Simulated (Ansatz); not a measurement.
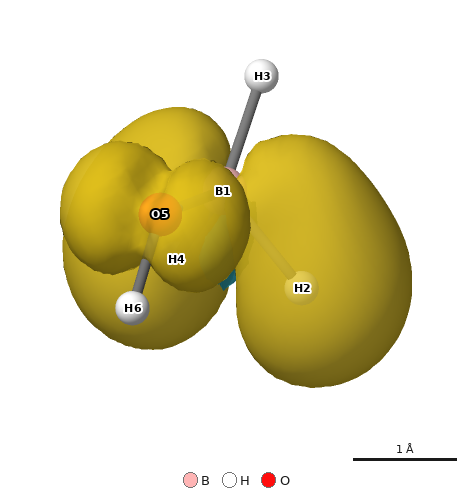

BH4O (doublet). Isosurfaces of the spin density at +0.02 (yellow) and −0.02 e/Å³ (cyan), seen at an oblique angle.

Level of theory: UKS PBE0/def2-SVP in Ansatz 0.2.0.

```yaml
atoms:
  - { symbol: B, position_ang: [0.1084, 0.0377, 0.7545] }
  - { symbol: H, position_ang: [0.2409, -1.2317, 0.5106] }
  - { symbol: H, position_ang: [0.7894, 0.7595, 0.0714] }
  - { symbol: H, position_ang: [-0.8863, -0.5235, 0.1344] }
  - { symbol: O, position_ang: [-0.1079, 0.3889, 2.0654] }
  - { symbol: H, position_ang: [-0.6589, -0.2320, 2.5508] }
```

Describe the spin distribution.

Answer. The unpaired spin (1 electron) lies mostly on B1 (about 0.3), H2 (about 0.3), H4 (about 0.3) and O5 (about 0.2), in electrons by Hirshfeld's partition.
